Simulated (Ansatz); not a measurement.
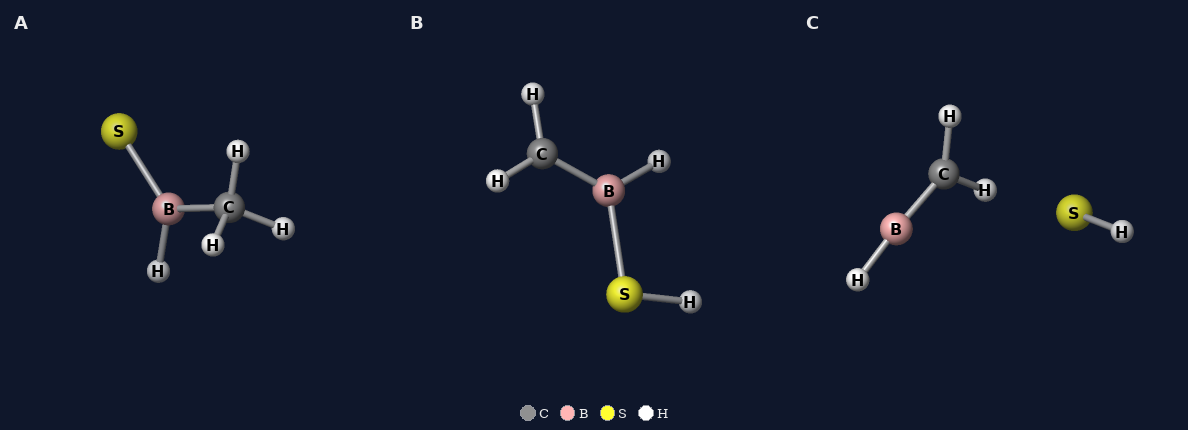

3 stationary structures of one formula. State: charge −1, singlet. Geometries: PBE0-D4/def2-TZVPD. Electronic energies: RHF-CCSD(T) (frozen core)/def2-TZVPPD (Ansatz 0.2.0), without zero-point energy. No frequency run is at hand to confirm each as a minimum. Each is one conformer, not always the lowest.

**Rank them by energy, lowest first.**

A is lowest (Cs); B lies 24.0 kcal/mol above it (Cs), C lies 72.8 kcal/mol above it (C1).
